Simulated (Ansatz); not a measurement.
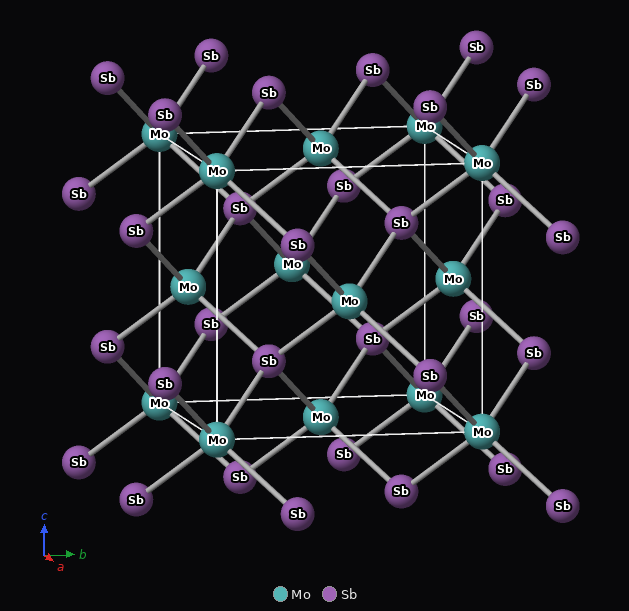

This ball-and-stick model is shown slightly off an axis. The wireframe shows the conventional unit cell. Bonded atoms from the next cells complete the picture.

SbMo, zinc blende (sphalerite type), space group F-43m (No. 216), a = 6.125 Å, b = 6.125 Å, c = 6.125 Å, α = 90.00°, β = 90.00°, γ = 90.00°. Its origin is a structure type filled with these elements by a generator (whether the compound takes this form wasn't checked). Earlier steps of the study, as a rule a relaxation of our own, may have changed the cell and positions, so they can lie some per cent off the listed ones. Ansatz was used for an electronic-structure calculation on it.

This one geometry was computed with Ansatz (DFT, plane waves, PAW) at five levels of theory: LDA, r2SCAN, PBE, PBE with spin-orbit coupling and PBEsol.

> Which level gives the highest pressure at this volume, and what does that say about its equilibrium volume?

Highest: PBE (0.0 GPa) and PBE with spin-orbit coupling (0.0 GPa), which points to the largest equilibrium volume. Lowest, with the smallest volume: LDA (-5.0 GPa). Levels within 0.5 GPa of each other can't be told apart.

> How does the band gap change with the level of theory?

All levels give a metal.

> Collect the results in a table.

| level | cutoff (eV) | k-mesh of the run's cell | gap (eV) | pressure (GPa) |
| --- | --- | --- | --- | --- |
| LDA | 420 | 10×10×10 | metal | -5.0 |
| r2SCAN | 500 | 10×10×10 | metal | -1.2 |
| PBE | 420 | 10×10×10 | metal | 0.0 |
| PBE with spin-orbit coupling | 420 | 10×10×10 | metal | 0.0 |
| PBEsol | 420 | 10×10×10 | metal | -3.2 |

Gaps are taken on the k-mesh or band path of each run.
